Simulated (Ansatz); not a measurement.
Base system: AlN in the wurtzite structure (space group P6_3mc, No. 186; a = 3.114 Å, c = 4.983 Å).

Perturbation: a negative pressure, −1 GPa.

The values are results of plane-wave PAW DFT at the PBEsol level (Ansatz, a program for electronic structure, 420 eV), no spin-orbit coupling, not measurements.

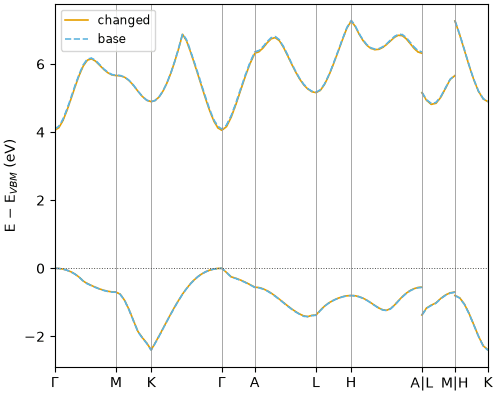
*Highest valence and lowest conduction band along the path, each from its own valence-band maximum*

The gap is 4.05 eV, direct at Γ; the base has 4.09 eV.

Load acts through the strain it causes; cell and atoms are relaxed under it. Whether these cells are dynamically stable was not tested.
